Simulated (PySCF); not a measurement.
**C2H5AlN2 (SMILES C#[C][Al]([NH2])[NH2]) at 6 levels**

We compute a comparison of 6 runs (B3LYP/def2-SVP, M06-L/def2-SVP, SVWN5/def2-SVP, r2SCAN/def2-SVP, wB97X/def2-SVP, CCSD(T)/def2-SVP) of C2H5AlN2. Input form: a Python script.

Program for the calculation: PySCF 2.14.0.

2 further runs of the same task are left out: 2 set aside as unsound or not needed.

**1. The structure to begin with**

C2H5AlN2: 10 atoms, total charge 0, spin state singlet. As SMILES, `C#[C][Al]([NH2])[NH2]`. Geometry: relaxed at PBE0-D4/def2-TZVP.

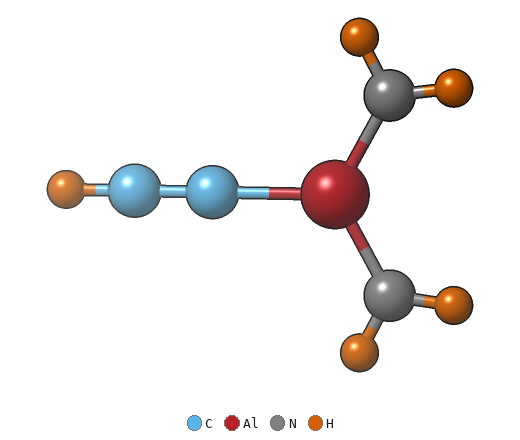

The structure, seen from a chosen angle (carbon blue, aluminium red, nitrogen grey, hydrogen orange).

**2. The energy at B3LYP/def2-SVP (run 1)**

input.py reads:

```python
from pyscf import gto, dft

molecule = gto.M(
    atom='''
C   -2.368100   1.221100   0.873300
C   -1.345900   0.693600   0.497800
Al   0.265700  -0.138000  -0.094200
N    0.247600  -1.861100  -0.467000
N    1.722400   0.842900  -0.249900
H   -3.269100   1.686000   1.204200
H    1.027400  -2.410800  -0.785900
H   -0.574800  -2.435200  -0.383700
H    1.750000   1.827100  -0.041300
H    2.627700   0.523400  -0.550300
''',
    verbose=3,
    basis='def2-svp',
    max_memory=1860,
)

calc0 = dft.RKS(molecule)
calc0.xc = 'b3lyp'
calc0.conv_tol = 1e-10
calc0.grids.level = 5
calc0.kernel()
if not calc0.converged:
    calc0 = calc0.newton().run(calc0.mo_coeff, calc0.mo_occ)

e_final = calc0.e_tot
print(f'total energy: {e_final:.8f} hartree')
```

Run with:

```
$ OMP_NUM_THREADS=1 python input.py
```

Log:

```text
converged SCF energy = -430.980421689424
total energy: -430.98042169 hartree
```

Wall time 24 s (1 thread of Intel Xeon at 2.70GHz, shared host); peak memory 0.51 GiB.

**3. A single-point energy at M06-L/def2-SVP (run 2)**

input.xyz reads:

```xyz
10

C     -2.368100     1.221100     0.873300
C     -1.345900     0.693600     0.497800
Al     0.265700    -0.138000    -0.094200
N      0.247600    -1.861100    -0.467000
N      1.722400     0.842900    -0.249900
H     -3.269100     1.686000     1.204200
H      1.027400    -2.410800    -0.785900
H     -0.574800    -2.435200    -0.383700
H      1.750000     1.827100    -0.041300
H      2.627700     0.523400    -0.550300
```

run.py reads:

```python
# C#[C][Al]([NH2])[NH2]
from pyscf import gto, dft

system = gto.Mole()
system.atom = 'input.xyz'
system.verbose = 4
system.basis = 'def2-svp'
system.max_memory = 1860
system.build()

mf = dft.RKS(system, xc='m06-l')
mf.conv_tol = 1e-10
mf.grids.level = 5
mf.kernel()
if not mf.converged:
    mf = mf.newton().run(mf.mo_coeff, mf.mo_occ)

e_tot = mf.e_tot
print(f'total energy: {e_tot:.8f} hartree')
```

Run with:

```
$ OMP_NUM_THREADS=1 python run.py
```

Log:

```text
PySCF version 2.14.0

[... 80 lines left out ...]
converged SCF energy = -430.928329161695
total energy: -430.92832916 hartree
```

Wall time 46 s (1 thread of Intel Xeon at 2.70GHz, shared host); peak memory 0.56 GiB.

**4. The energy at SVWN5/def2-SVP (run 3)**

job.py reads:

```python
# C#[C][Al]([NH2])[NH2]
from pyscf import gto, dft

mol = gto.M(
    atom='''
C   -2.368100   1.221100   0.873300
C   -1.345900   0.693600   0.497800
Al   0.265700  -0.138000  -0.094200
N    0.247600  -1.861100  -0.467000
N    1.722400   0.842900  -0.249900
H   -3.269100   1.686000   1.204200
H    1.027400  -2.410800  -0.785900
H   -0.574800  -2.435200  -0.383700
H    1.750000   1.827100  -0.041300
H    2.627700   0.523400  -0.550300
''',
    max_memory=1860,
    charge=0,
    verbose=4,
    basis='def2-svp',
)

mf = dft.RKS(mol, xc='svwn')
mf.conv_tol = 1e-10
mf.grids.level = 5
mf.kernel()
if not mf.converged:
    mf = mf.newton().run(mf.mo_coeff, mf.mo_occ)

e_final = mf.e_tot
print(f'total energy: {e_final:.8f} hartree')
```

Run with:

```
$ OMP_NUM_THREADS=1 python job.py
```

Log:

```text
PySCF version 2.14.0

[... 82 lines left out ...]
converged SCF energy = -428.274157323051
total energy: -428.27415732 hartree
```

Wall time 17 s (1 thread of Intel Xeon at 2.70GHz, shared host); peak memory 0.35 GiB.

Runs 4 to 5 aren't shown in full; the table further down has their settings and results.

**5. A single-point energy at CCSD(T)/def2-SVP (run 6)**

input.py reads:

```python
from pyscf import gto, scf, cc

mol = gto.Mole()
mol.atom = '''
C   -2.368100   1.221100   0.873300
C   -1.345900   0.693600   0.497800
Al   0.265700  -0.138000  -0.094200
N    0.247600  -1.861100  -0.467000
N    1.722400   0.842900  -0.249900
H   -3.269100   1.686000   1.204200
H    1.027400  -2.410800  -0.785900
H   -0.574800  -2.435200  -0.383700
H    1.750000   1.827100  -0.041300
H    2.627700   0.523400  -0.550300
'''
mol.spin = 0
mol.verbose = 4
mol.basis = 'def2-svp'
mol.max_memory = 1860
mol.build()

hf = scf.RHF(mol)
hf.conv_tol = 1e-10
hf.kernel()
if not hf.converged:
    hf = hf.newton().run(hf.mo_coeff, hf.mo_occ)

mycc = cc.CCSD(hf, frozen=9)
mycc.kernel()
e_t = mycc.ccsd_t()
e_tot = mycc.e_tot + e_t
print('E = %.10f Eh' % e_tot)
```

Run with:

```
$ OMP_NUM_THREADS=1 python input.py
```

Log:

```text
PySCF version 2.14.0

[... 68 lines left out ...]
converged SCF energy = -429.28023829233
[... 12 lines left out ...]
Init t2, MP2 energy = -429.926791717716  E_corr(MP2) -0.646553425385357
[... 12 lines left out ...]
CCSD converged
[... 2 lines left out ...]
E = -429.9856728816 Eh
```

Run time: 43 s. Hardware: 1 thread of Intel Xeon at 2.70GHz, shared host; peak memory 0.61 GiB.

**6. Overview of the runs**

```tsv
run	level	integration grid	frozen core orbitals	energy (Eh)	dipole moment (D) of the reference	HOMO energy (eV)	LUMO energy (eV)	wall time
1	B3LYP/def2-SVP	5	–	-430.980422	1.07	-6.40	-0.06	24 s
2	M06-L/def2-SVP	5	–	-430.928329	1.06	-5.53	-0.48	46 s
3	SVWN5/def2-SVP	5	–	-428.274157	1.22	-5.36	-0.93	17 s
4	r2SCAN/def2-SVP	5	–	-430.818930	1.06	-5.57	-0.53	47 s
5	wB97X/def2-SVP	5	–	-430.898773	0.96	-9.18	2.18	33 s
6	CCSD(T)/def2-SVP	–	9	-429.985673	0.78	-10.32	3.32	43 s
```

**7. Outcome**

| quantity | value |
| --- | --- |
| run 6: total energy | -429.98567 Eh |
| run 6: dipole moment (Hartree–Fock density) | 0.78 D |
| run 6: HOMO energy (Hartree–Fock orbitals) | -10.32 eV |
| run 6: LUMO energy (Hartree–Fock orbitals) | 3.32 eV |
| run 6: HOMO–LUMO gap (Hartree–Fock orbitals) | 13.64 eV |
| run 6: correlation energy (9 core orbitals frozen) | -705.4 mEh |
| run 6: (T) correction | -22.40 mEh |
| run 6: T1 diagnostic | 0.013 |

Over runs 1, 2, 3, 4, 5 the dipole moment (its size) runs from 0.96 D (wB97X/def2-SVP) to 1.22 D (SVWN5/def2-SVP). Over runs 1, 2, 3, 4, 5 the HOMO–LUMO gap runs from 4.43 eV (SVWN5/def2-SVP) to 11.36 eV (wB97X/def2-SVP). Totals of different functionals can't be ranked against each other. All runs together took 3.5 min, the longest 47 s.
